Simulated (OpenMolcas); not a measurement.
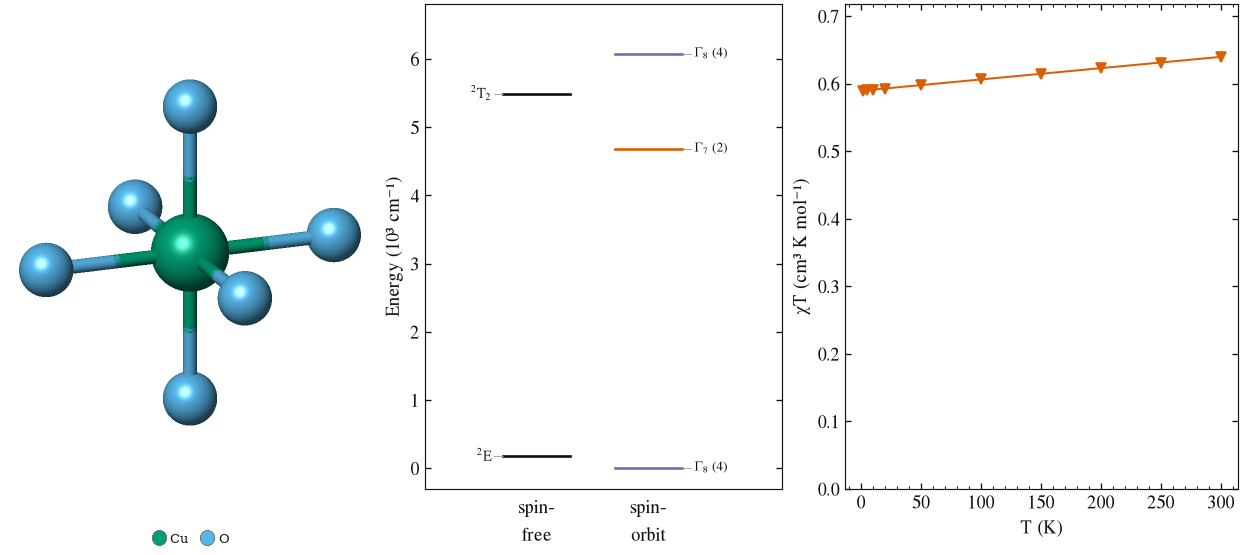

Cu²⁺ (3d⁹) as a dopant in CaO, a cluster with its 6 nearest O²⁻ at 2.213 Å (octahedron) embedded in model potentials and point charges; the geometry was set, not optimised, and its levels and susceptibility. Labels give the representation in O, Td, D4 or D3 as the site allows (double group for half-integer spin) where it could be assigned and, in brackets, the degeneracy; spin-free states, where drawn, share the zero of the spin-orbit levels. Level of the calculation: state-averaged CASSCF, active space 9 electrons in the shell 3d, basis ANO-RCC-VDZP on all atoms, DKH2 scalar Hamiltonian, spin-orbit coupling by RASSI with atomic mean-field integrals (OpenMolcas). Powder susceptibility by Van Vleck's formula.

**Give the ground level, the first gap and the ligand-field bands.**

The ground level is Γ₈, 4-fold degenerate, 100 % from states of spin multiplicity 2. The next level lies at 4,680 cm⁻¹ (Γ₇). The lowest spin-free state is ²E, from the free-ion D term; of the same spin there follows at 5,320 cm⁻¹ (²T₂) above it. A ligand-field fit to the spin-free states gives |10Dq| = 5,320 cm⁻¹. χT is 0.590 cm³ K mol⁻¹ at 2 K and 0.640 at 300 K, an effective moment of 2.26 μB. The active orbitals hold 94 to 98 % metal character (Löwdin), and the Mulliken charge of the metal is +1.30.

Caveat: orbital doublet at a regular site, Jahn-Teller distortion not allowed for; the geometry is set by hand, with no relaxation and no charge compensation.
